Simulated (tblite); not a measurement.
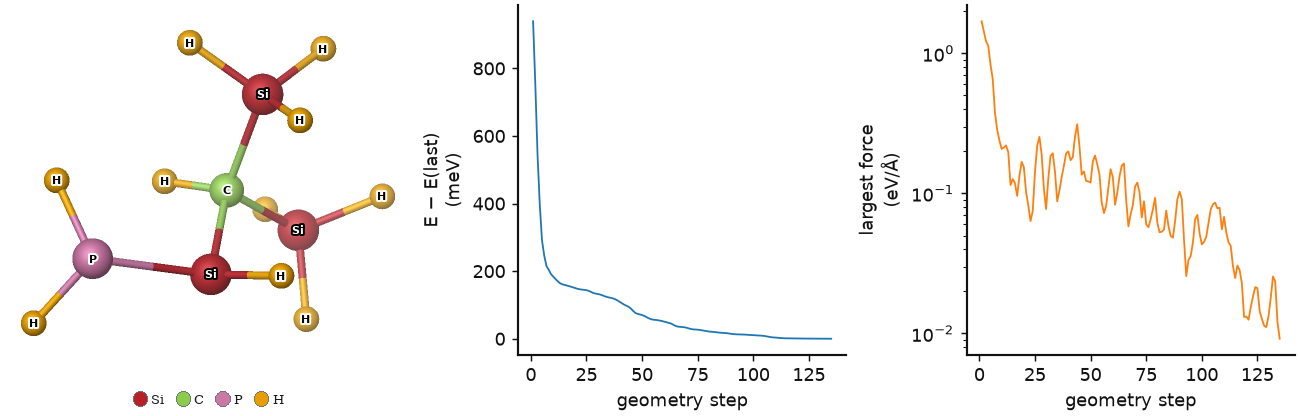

Beside the plot: the molecule at the start.

History of a geometry optimisation.

- system: CH10PSi3 (SMILES [SiH3]C([SiH3])[SiH]P), multiplicity 2
- method: GFN2-xTB geometry optimisation, gas phase in tblite 0.8.0

> How did it end, and what did it gain?

The optimisation met its thresholds at geometry 135, counting the start as the first. The energy fell by about 940 meV from the first step to the last. The largest force goes from about 1.7 eV/Å at the start to 9 × 10⁻³ eV/Å at the end.
